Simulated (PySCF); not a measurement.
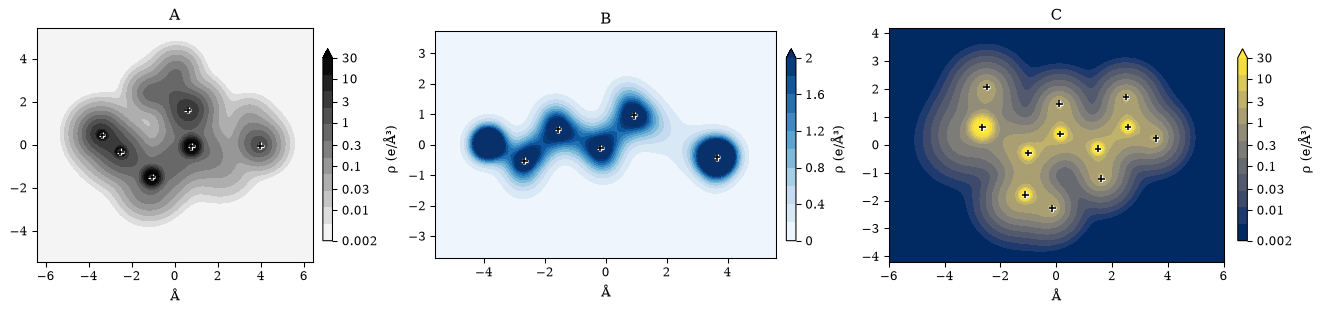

The total electron density of 3 systems, each on a plane through atoms (crosses mark nuclei in the plane).

All numbers below come from PBE0/pcSseg-1, SCF density, gas phase, non-relativistic (PySCF).

System 1: C4H9N3SSi2, the plane of atoms Si3, Si6 and C7. Geometry: GFN2-xTB.

```xyz
19

C     1.7416    0.2233   -1.4307
N     0.3506   -0.0874   -1.1644
Si   -0.3460    0.0284    0.4040
C     0.6413   -1.2316    1.3883
N     1.2069   -1.9955    2.0279
Si   -0.3837    2.0456    1.5635
C     0.6927    3.1636    0.5210
N     1.3577    3.8071   -0.1560
S    -2.3391   -0.7923    0.2412
C    -1.9533   -2.4853   -0.2925
H     2.3491   -0.1682   -0.6176
H     1.9192    1.2993   -1.5074
H     2.0523   -0.2543   -2.3594
H    -0.2377    0.1346   -1.9565
H    -1.6718    2.7362    1.6465
H     0.2889    2.0165    2.8657
H    -1.3762   -2.4565   -1.2110
H    -2.9036   -2.9814   -0.4608
H    -1.3985   -2.9929    0.4907
```

System 2: C5H9F3O2Si, the plane of atoms C3, C4 and C5. Geometry: GFN2-xTB.

```yaml
atoms:
  - { symbol: O, position_ang: [-3.5166, -1.1329, 0.3141] }
  - { symbol: Si, position_ang: [-2.1658, -1.1523, -0.5730] }
  - { symbol: C, position_ang: [-0.4714, -1.3560, 0.2868] }
  - { symbol: C, position_ang: [0.1247, 0.0524, 0.1896] }
  - { symbol: C, position_ang: [1.6537, 0.0270, 0.1909] }
  - { symbol: C, position_ang: [2.2703, 1.4096, 0.2440] }
  - { symbol: F, position_ang: [1.7448, 2.1782, 1.2099] }
  - { symbol: F, position_ang: [3.5917, 1.3516, 0.4862] }
  - { symbol: F, position_ang: [2.1335, 2.0955, -0.9015] }
  - { symbol: C, position_ang: [-0.4713, 0.6929, -1.0765] }
  - { symbol: O, position_ang: [-1.8255, 0.3390, -1.1590] }
  - { symbol: H, position_ang: [-3.7612, -0.3718, 0.8366] }
  - { symbol: H, position_ang: [-2.4337, -2.1376, -1.6026] }
  - { symbol: H, position_ang: [-0.4995, -1.6980, 1.3183] }
  - { symbol: H, position_ang: [0.1530, -2.0571, -0.2662] }
  - { symbol: H, position_ang: [-0.2197, 0.6380, 1.0486] }
  - { symbol: H, position_ang: [2.0351, -0.4673, -0.7054] }
  - { symbol: H, position_ang: [2.0119, -0.5143, 1.0697] }
  - { symbol: H, position_ang: [-0.4132, 1.7831, -1.0538] }
  - { symbol: H, position_ang: [0.0540, 0.3308, -1.9679] }
```

System 3: C6H9NSi (SMILES C=C/C=C(\C)[SiH2]C#N), the plane of atoms C2, C3 and H12. Geometry: GFN2-xTB.

```xyz
17

C    -2.6205    0.4604   -1.6869
C    -1.8311    0.5616   -0.6205
C    -0.6287   -0.2219   -0.4650
C     0.2420   -0.2010    0.5575
C     0.1115    0.6789    1.7648
Si    1.7642   -1.3150    0.5388
C     3.2364   -0.1681    0.6791
N     4.1235    0.5513    0.7704
H    -3.5133    1.0516   -1.7951
H    -2.3953   -0.2196   -2.4925
H    -2.0894    1.2581    0.1644
H    -0.4327   -0.8964   -1.2910
H    -0.8075    1.2574    1.7712
H     0.1435    0.0734    2.6709
H     0.9552    1.3690    1.8075
H     1.9094   -2.0474   -0.7185
H     1.8260   -2.1803    1.7217
```

**Match each panel to its system.**

Panel A is system 1, C4H9N3SSi2: the plane holds N, Si, C and H. C–N (1.15 Å): ρ at the midpoint is about 3.6 e/Å³. Panel B is system 2, C5H9F3O2Si: the plane holds O and C. C–C (1.51 Å): ρ at the midpoint is about 1.8 e/Å³. Panel C is system 3, C6H9NSi: the plane holds C, Si and H. C–C (1.33 Å): ρ is about 2.3 e/Å³ halfway.
